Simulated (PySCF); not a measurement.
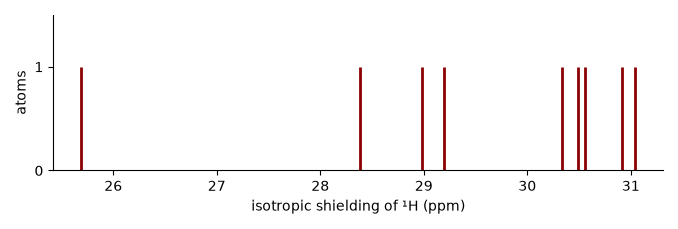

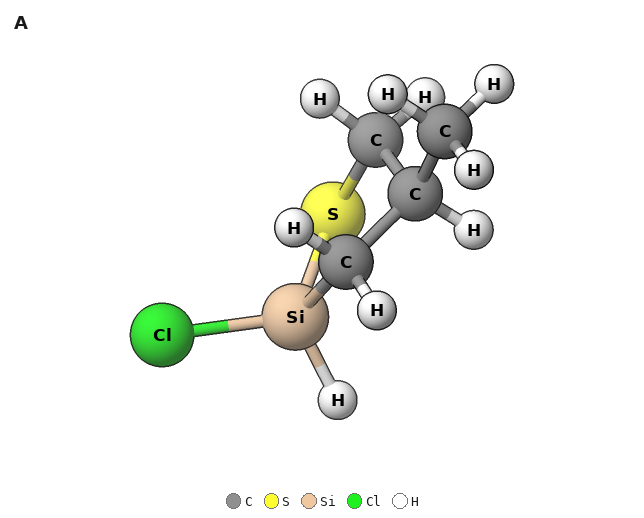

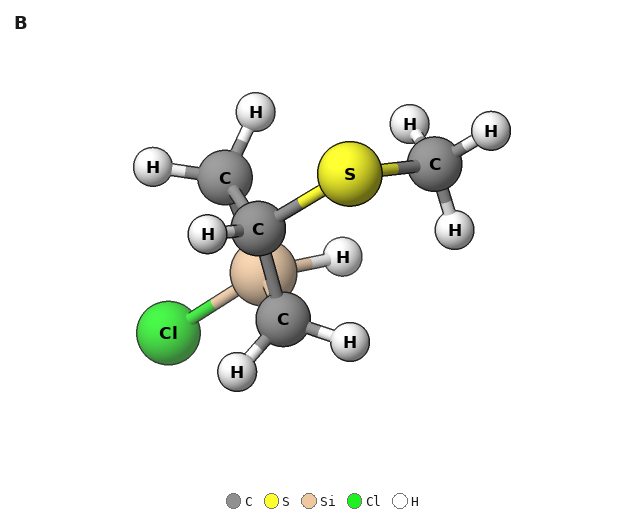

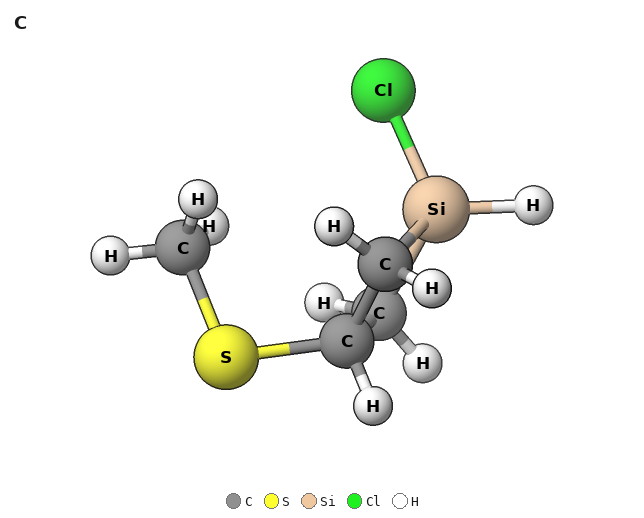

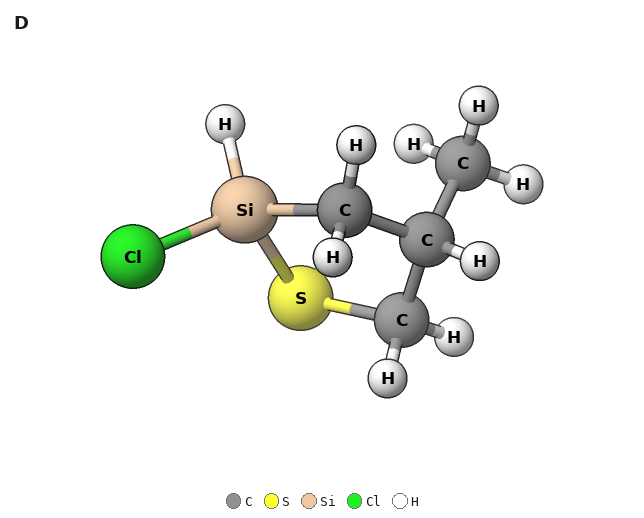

The sticks are computed shieldings of one of the molecules, for one fixed geometry (GFN2-xTB) without averaging over rotations. Low shielding means a high chemical shift. Method: GIAO PBE0/pcSseg-1 NMR shielding, non-relativistic, gas phase (PySCF 2.14.0).

Which molecule gives this pattern?

Answer. D, `C[C@@H]1CS[Si@@H](Cl)C1`. Its 9 H atoms give lines at 25.69, 28.39, 28.98, 29.19, 30.34, 30.49, 30.56, 30.91, 31.04 ppm.

The geometry is semi-empirical. Around Si such bond lengths and angles can be off by a tenth of an ångström or more and by several degrees, and values that hang on the shape move with them.
